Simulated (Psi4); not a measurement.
**PBE0/def2-TZVPPD (density fitting, core potential, sweep point 5) run of SnNH5 (Sn(NH2)H3)**

Aim: the vertical electron affinity of SnNH5 (Sn(NH2)H3) at PBE0/def2-TZVPPD (density fitting, core potential, sweep point 5), from 2 runs. Input form: a Python script.

The results are computed with Psi4 1.11.

### 1 The structure to begin with

The species is SnNH5 (7 atoms), meant as a singlet with charge 0. As SMILES, `[H][Sn]([H])([H])[NH2]`. Geometry: a GFN2-xTB relaxation, a rough one for these elements and not checked as a minimum.

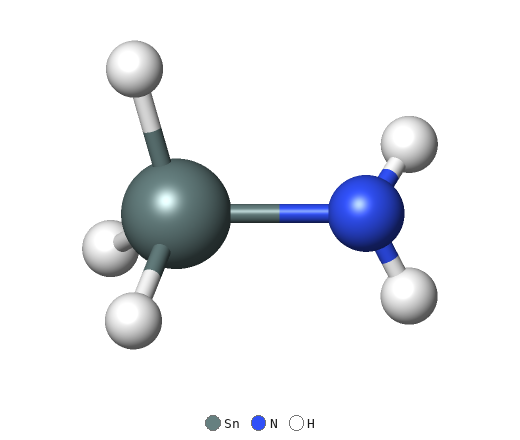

Viewed from a chosen angle; tin teal, nitrogen blue, hydrogen white.

### 2 A single-point energy at PBE0/def2-TZVPPD (density fitting, core potential, sweep point 5)

run.py

```python
import psi4

psi4.set_memory('1600 MB')
psi4.set_num_threads(1)
psi4.core.set_output_file('run.log', False)

geom = psi4.geometry("""
Sn    -0.002930     0.001590    -0.763630
N      0.111900     0.224860     1.218650
H      0.691400    -0.443590     1.706560
H     -0.767260     0.270880     1.712930
H      1.563610    -0.007840    -1.282300
H     -0.813190     1.336030    -1.296130
H     -0.783530    -1.381930    -1.296080
symmetry c1
""")

psi4.set_options(dict(puream=True, scf_type='df', dft_radial_points=99, dft_spherical_points=590))

e_tot = psi4.energy('pbe0/def2-TZVPPD')
print(f'pbe0/def2-TZVPPD energy: {e_tot:.10f} Eh')
```

Launch:

```sh
$ python run.py
```

run.log, cut to the lines that bear on the results:

```text
[...]
    !!!  WARNING: ECP capability is in beta. Please check occupations closely.  !!!
[...]
  Running in c1 symmetry.
[...]
  Nuclear repulsion =   83.690365640723101
[...]
  Multiplicity = 1
[...]
  Nalpha       = 17
  Nbeta        = 17
[...]
    Number of basis functions: 178
[...]
   @DF-RKS iter   1:  -271.50866038930980   -9.45376e-01   5.93531e-03 DIIS/ADIIS
[...]
   @DF-RKS iter   8:  -271.99529323598830   -1.42132e-07   4.99552e-07 DIIS
[...]
    Orbital Energies [Eh]
    ---------------------
    Doubly Occupied:
       1A    -14.358263     2A     -5.135968     3A     -3.468855
       4A     -3.468597     5A     -3.467750     6A     -1.042365
       7A     -1.037696     8A     -1.036391     9A     -1.031444
      10A     -1.031122    11A     -0.845059    12A     -0.535842
      13A     -0.481954    14A     -0.377601    15A     -0.338228
      16A     -0.336869    17A     -0.263839
[...]
  @DF-RKS Final Energy:  -271.99529323598830
   => Energetics <=
    Nuclear Repulsion Energy =             83.6903656407231011
    One-Electron Energy =                -620.5062925355455263
    Two-Electron Energy =                 285.2443653368284799
    DFT Exchange-Correlation Energy =     -20.4237316779943932
    Empirical Dispersion Energy =           0.0000000000000000
    VV10 Nonlocal Energy =                  0.0000000000000000
    Total Energy =                       -271.9952932359882993
[...]
 Multipole Moments:
 ------------------------------------------------------------------------------------
     Multipole            Electronic (a.u.)      Nuclear  (a.u.)        Total (a.u.)
 ------------------------------------------------------------------------------------
 L = 1.  Multiply by 2.5417464519 to convert [e a0] to [Debye]
 Dipole X            :         -0.8080161            0.6411395           -0.1668766
 Dipole Y            :         -1.5145850            1.1739807           -0.3406043
 Dipole Z            :        -18.0938208           18.1739461            0.0801253
 Magnitude           :                                                    0.3876585
[...]
```

Standard output:

```text
pbe0/def2-TZVPPD energy: -271.9952932360 Eh
```

It took 17 s on 1 thread of Intel Xeon 6975P-C (Granite Rapids), shared host; peak memory 1.1 GiB.

### 3 The doublet anion, same level

job.py

```python
import psi4

psi4.set_memory('1600 MB')
psi4.set_num_threads(1)
psi4.set_output_file('output.dat', False)

geom = psi4.geometry("""
-1 2
Sn    -0.002930     0.001590    -0.763630
N      0.111900     0.224860     1.218650
H      0.691400    -0.443590     1.706560
H     -0.767260     0.270880     1.712930
H      1.563610    -0.007840    -1.282300
H     -0.813190     1.336030    -1.296130
H     -0.783530    -1.381930    -1.296080
units angstrom
symmetry c1
""")

psi4.set_options({
    'basis': 'def2-TZVPPD',
    'reference': 'uks',
    'puream': True,
    'scf_type': 'df',
    'dft_radial_points': 99,
    'dft_spherical_points': 590,
    'maxiter': 150,
})

result = psi4.energy("pbe0")
print('E =', round(result, 9))
```

Launch:

```sh
$ python job.py
```

output.dat, cut to the lines that bear on the results:

```text
[...]
    !!!  WARNING: ECP capability is in beta. Please check occupations closely.  !!!
[...]
  Running in c1 symmetry.
[...]
  Nuclear repulsion =   83.690365640723101
[...]
  Multiplicity = 2
[...]
  Nalpha       = 18
  Nbeta        = 17
[...]
    Number of basis functions: 178
[...]
   @DF-UKS iter   1:  -271.12996170108465   -5.66677e-01   7.11080e-03 DIIS/ADIIS
[...]
   @DF-UKS iter  13:  -271.96420380374241   -9.96121e-08   2.66580e-07 DIIS
[...]
   @S^2 Observed:                7.505546014E-01
[...]
    Orbital Energies [Eh]
    ---------------------
    Alpha Occupied:
       1A    -14.193736     2A     -4.977292     3A     -3.310497
       4A     -3.310043     5A     -3.308691     6A     -0.882982
       7A     -0.879486     8A     -0.878353     9A     -0.872720
      10A     -0.872618    11A     -0.681621    12A     -0.380347
      13A     -0.317275    14A     -0.219592    15A     -0.185506
      16A     -0.184696    17A     -0.103673    18A      0.071844
    Alpha Virtual:
      19A      0.124088    20A      0.142286    21A      0.158318
      22A      0.159664    23A      0.163998    24A      0.176238
      25A      0.180315    26A      0.188755    27A      0.224951
[...]
  @DF-UKS Final Energy:  -271.96420380374241
   => Energetics <=
    Nuclear Repulsion Energy =             83.6903656407231011
    One-Electron Energy =                -625.8764288551400341
    Two-Electron Energy =                 290.7295056024539122
    DFT Exchange-Correlation Energy =     -20.5076461917794148
    Empirical Dispersion Energy =           0.0000000000000000
    VV10 Nonlocal Energy =                  0.0000000000000000
    Total Energy =                       -271.9642038037424072
[...]
 Multipole Moments:
 ------------------------------------------------------------------------------------
     Multipole            Electronic (a.u.)      Nuclear  (a.u.)        Total (a.u.)
 ------------------------------------------------------------------------------------
 L = 1.  Multiply by 2.5417464519 to convert [e a0] to [Debye]
 Dipole X            :         -0.4674539            0.6411395            0.1736856
 Dipole Y            :         -0.8842157            1.1739807            0.2897651
 Dipole Z            :        -19.9417444           18.1739461           -1.7677983
 Magnitude           :                                                    1.7997893
[...]
```

Standard output:

```text
E = -271.964203804
```

It took 41 s on 1 thread of Intel Xeon 6975P-C (Granite Rapids), shared host; peak memory 1.2 GiB.

### 4 Outcome

At PBE0/def2-TZVPPD (density fitting, core potential, sweep point 5):

```
                                         quantity          value
                      singlet SnNH5: total energy  -271.99529 Eh
                     singlet SnNH5: dipole moment         0.99 D
                       singlet SnNH5: HOMO energy       -7.18 eV
                       singlet SnNH5: LUMO energy       -0.30 eV
                     singlet SnNH5: HOMO–LUMO gap        6.88 eV
                      doublet anion: total energy  -271.96420 Eh
doublet anion: HOMO energy (highest over α and β)        1.95 eV
 doublet anion: LUMO energy (lowest over α and β)        3.34 eV
                              doublet anion: ⟨S²⟩          0.751
vertical electron affinity (to the doublet anion)      -0.846 eV
```

The anion lies 0.85 eV (19.5 kcal/mol) above the neutral: the electron isn't bound at this level, and such a value depends on the basis. The HOMO (doublet anion) lies at positive energy, 1.95 eV; only total energies tell whether the electron is bound.
